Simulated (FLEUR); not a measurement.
# Fixed-spin-moment curve of TiHg with FLEUR, part 2 of 2

How stiff is the moment of TiHg, and are there other minima?

FLEUR MaX-R8.1; PBEsol; all-electron FLAPW, Dirac cores, scalar-relativistic bands.

So far, magnetization (μB): step 2 (the free run) 0.566; step 4 (with continued, fixed moment 0.583 μB a cell) 0.583.

## 5. Moment fixed at 0.437 μB

File inp.xml:

```
<?xml version="1.0" encoding="UTF-8" standalone="no"?>
<fleurInput fleurInputVersion="0.39">
   <comment>
      TiHg
   </comment>
   <calculationSetup>
      <cutoffs Kmax="3.6" Gmax="10.8" GmaxXC="10.8" numbands="0"/>
      <scfLoop itmax="90" minDistance="0.00002" maxIterBroyd="15" imix="Anderson" alpha="0.05" precondParam="0.0" spinf="2.0" sdNocoIR="T"/>
      <coreElectrons ctail="T" frcor="F" kcrel="0" coretail_lmax="0"/>
      <xcFunctional name="PBEs" relativisticCorrections="F"/>
      <magnetism jspins="2" fixed_moment="0.437"/>
      <soc l_soc="F" theta="0.0" phi="0.0" spav="F"/>
      <expertModes spex="0" secvar="F"/>
      <geometryOptimization l_f="F" forcealpha="1.0" forcemix="BFGS" epsdisp="0.00001" epsforce="0.00001"/>
      <ldaU l_linMix="F" mixParam="0.05" spinf="1.0"/>
   </calculationSetup>
   <cell>
      <bzIntegration valenceElectrons="30.0" mode="hist" fermiSmearingEnergy="0.00110248">
         <kPointListSelection listName="default-1"/>
         <xi:include xmlns:xi="http://www.w3.org/2001/XInclude" href="kpts.xml"> </xi:include>
      </bzIntegration>
      <xi:include xmlns:xi="http://www.w3.org/2001/XInclude" href="sym.xml"> </xi:include>
      <bulkLattice scale="1.0">
         <bravaisMatrix>
            <row-1>    5.6861859089213995     0.0000000000000000     0.0000000000000000</row-1>
            <row-2>    0.0000000000000000     5.6861859089213995     0.0000000000000000</row-2>
            <row-3>    0.0000000000000000     0.0000000000000000     7.6363832695086007</row-3>
         </bravaisMatrix>
      </bulkLattice>
   </cell>
   <atomSpecies>
      <species name="Titanium (1.001" element="Ti" atomicNumber="22">
         <mtSphere radius="2.7" gridPoints="893" logIncrement="0.014"/>
         <atomicCutoffs lmax="10" lnonsphr="8"/>
         <electronConfig flipSpins="F">
            <coreConfig>(1s1/2) (2s1/2) (2p1/2) (2p3/2)</coreConfig>
            <valenceConfig>(3s1/2) (3p1/2) (3p3/2) (4s1/2) (3d3/2) (3d5/2)</valenceConfig>
            <stateOccupation state="(3d3/2)" spinUp="0.4" spinDown="0.4"/>
            <stateOccupation state="(3d5/2)" spinUp="1.1005" spinDown="0.0995"/>
         </electronConfig>
         <energyParameters s="4" p="4" d="3" f="4"/>
         <lo type="SCLO" l="0" n="3" eDeriv="0"/>
         <lo type="SCLO" l="1" n="3" eDeriv="0"/>
      </species>
      <species name="Mercury (Hg)" element="Hg" atomicNumber="80">
         <mtSphere radius="2.7" gridPoints="893" logIncrement="0.015"/>
         <atomicCutoffs lmax="10" lnonsphr="8"/>
         <electronConfig flipSpins="F">
            <coreConfig>(1s1/2) (2s1/2) (2p1/2) (2p3/2) (3s1/2) (3p1/2) (3p3/2) (4s1/2) (3d3/2) (3d5/2) (4p1/2) (4p3/2) (5s1/2) (4d3/2) (4d5/2) (4f5/2) (4f7/2)</coreConfig>
            <valenceConfig>(5p1/2) (5p3/2) (6s1/2) (5d3/2) (5d5/2)</valenceConfig>
         </electronConfig>
         <energyParameters s="6" p="6" d="5" f="5"/>
         <lo type="SCLO" l="1" n="5" eDeriv="0"/>
      </species>
   </atomSpecies>
   <atomGroups>
      <atomGroup species="Titanium (1.001">
         <relPos label="                   1">1.000/2.000 1.000/2.000 1.000/2.000</relPos>
         <force calculate="T" relaxXYZ="TTT"/>
      </atomGroup>
      <atomGroup species="Mercury (Hg)">
         <relPos label="                   2">.0000000000 .0000000000 .0000000000</relPos>
         <force calculate="T" relaxXYZ="TTT"/>
      </atomGroup>
   </atomGroups>
   <output dos="F" band="F" slice="F">
      <bandDOS minEnergy="-.5*Htr" maxEnergy="0.5*Htr" sigma="0.015" storeEVData="T"/>
      <plotting iplot="0" polar="F">
         <plot TwoD="T" vec1="  1.0  0.0  0.0" vec2="  0.0  1.0  0.0" vec3="  0.0  0.0  1.0" zero="  0.0  0.0  0.0" file="plot"/>
      </plotting>
      <moessbauerParams electricFieldGradient="F" isomerShift="F" coreHyperfine="F" valenceHyperfine="F"/>
   </output>
</fleurInput>
```

The run is started by

```console
OMP_NUM_THREADS=1 mpirun -n 2 fleur_MPI > fleur.log
```

The program printed:

```text
[banner, memory and clock lines left out]
Welcome to FLEUR        (www.flapw.de)
      MaX-Release 8.1          (www.max-centre.eu)

 ========== k-point set info ==========
 Selected k-point list: default-1
 k-point list type: mesh
 10 x 10 x 10
 Number of k points: 126

 [... set-up left out ...]
 Iteration:     1   Distance:       1.11491877 me/bohr^3
 Iteration:     2   Distance:       1.06459115 me/bohr^3
 Iteration:     3   Distance:       0.16399614 me/bohr^3
 Iteration:     4   Distance:       0.09586988 me/bohr^3
 Iteration:     5   Distance:       0.08519318 me/bohr^3
[...]
<sumOfEigenvalues value="   -12602.5390145406">
               <coreElectrons value="-12584.3511858193"/>
               <valenceElectrons value="-18.1878287213"/>
            </sumOfEigenvalues>
         [... left out ...]
            <freeEnergy value="-20509.3017721064"/>
            <extrapolationTo0K value="-20509.3016259933"/>
         </totalEnergy>
         <densityConvergence units="me/bohr^3">
            <chargeDensity spin="1" distance="0.0000048854"/>
            <chargeDensity spin="2" distance="0.0000086768"/>
            <overallChargeDensity distance="0.0000090937"/>
            <spinDensity distance="0.0000107524"/>
         </densityConvergence>
      </iteration>
```

Elapsed: 44 s, on 2 MPI ranks of Arm Neoverse V2, shared host; peak memory 0.17 GiB.

This step gave:

```yaml
magnetization: 0.437 μB
```

Its energy lies +1.6 meV a cell from the free run's.

## 6. Moment fixed at 0.729 μB

Changes to inp.xml since step 5:

```diff
@@ -10,3 +10,3 @@
       <xcFunctional name="PBEs" relativisticCorrections="F"/>
-      <magnetism jspins="2" fixed_moment="0.437"/>
+      <magnetism jspins="2" fixed_moment="0.729"/>
       <soc l_soc="F" theta="0.0" phi="0.0" spav="F"/>
```

The program printed:

```text
[banner, memory and clock lines left out]
Welcome to FLEUR        (www.flapw.de)
      MaX-Release 8.1          (www.max-centre.eu)

 ========== k-point set info ==========
 Selected k-point list: default-1
 k-point list type: mesh
 10 x 10 x 10
 Number of k points: 126

 [... set-up left out ...]
 Iteration:     1   Distance:       1.47270545 me/bohr^3
 Iteration:     2   Distance:       1.40645713 me/bohr^3
 Iteration:     3   Distance:       0.19390147 me/bohr^3
 Iteration:     4   Distance:       0.11478225 me/bohr^3
 Iteration:     5   Distance:       0.08499525 me/bohr^3
[...]
<sumOfEigenvalues value="   -12602.4923048195">
               <coreElectrons value="-12584.3121600364"/>
               <valenceElectrons value="-18.1801447831"/>
            </sumOfEigenvalues>
         [... left out ...]
            <freeEnergy value="-20509.3017966949"/>
            <extrapolationTo0K value="-20509.3016616717"/>
         </totalEnergy>
         <densityConvergence units="me/bohr^3">
            <chargeDensity spin="1" distance="0.0000079149"/>
            <chargeDensity spin="2" distance="0.0000106891"/>
            <overallChargeDensity distance="0.0000152615"/>
            <spinDensity distance="0.0000109949"/>
         </densityConvergence>
      </iteration>
```

Elapsed: 44 s, on 2 MPI ranks; peak memory 0.13 GiB; 87 s of CPU time.

Read from the output:

```
magnetization : 0.729 μB
```

Its energy lies +1.0 meV a cell from the free run's.

## 7. All moments

The other moments were run in the same way.

The energy over the lowest by total spin moment:

```
total spin moment (μB a cell)  energy over the lowest (meV a cell)
                        0.000                                 8.86
                        0.146                                 8.25
                        0.291                                 5.75
                        0.437                                 1.62
                        0.566                              0.00264
                        0.583                                    0
                        0.729                                0.956
                        0.874                                 3.04
                        1.020                                 5.71
                        1.166                                 13.7
```

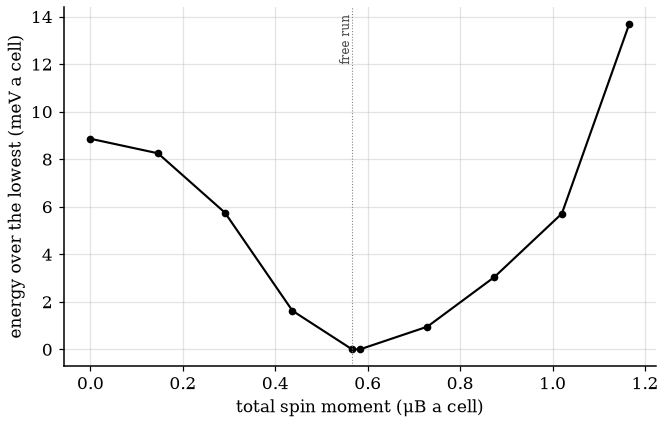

Energy over the lowest, plotted against total spin moment.

Moment, largest sphere moment against total spin moment:

```
total spin moment (μB a cell)  moment, largest sphere moment (μB)
                        0.000                                   0
                        0.146                               0.120
                        0.291                               0.243
                        0.437                               0.365
                        0.566                               0.470
                        0.583                               0.484
                        0.729                               0.607
                        0.874                               0.731
                        1.020                               0.857
                        1.166                               0.974
```

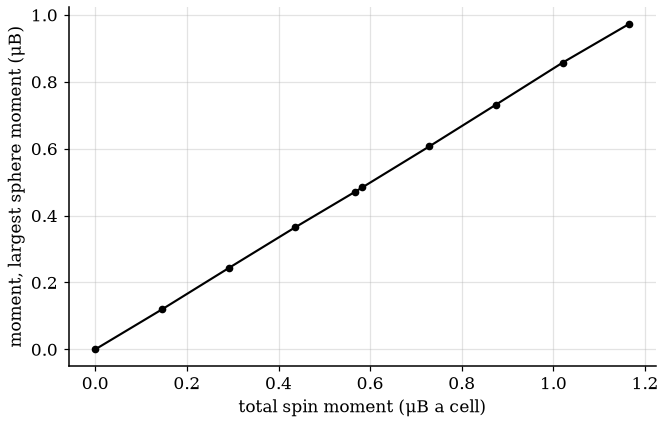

Moment, largest sphere moment, plotted against total spin moment.

## 8. Outcome

- moment of the free run: 0.566 μB a cell
- moment of the lowest point: 0.583 μB a cell
- energy of the spinless run: 8.86 meV a cell over the lowest

What this shows: The lowest point lies 8.86 meV a cell under the spinless run, in free energy at a smearing of 0.03 eV. The point at zero is the spinless run. Opposed orders, which also have no total moment, were not run.

[Logs and program files are shortened in this print: banners, set-up blocks, solver, clock and traceback lines can be left out without a mark of their own.]

[Logs are printed without paths, hosts, clocks, repeated set-up lines and the standing remarks that a program may print on its own settings, such as how far it seeks lower states.]

[Hosts, paths, dates, database ids (printed as entryN), source tags and the programs' standing remarks are cut or masked in the printed files.]

[Where a cell is said to come from a database of computed structures, the database is the Materials Project.]
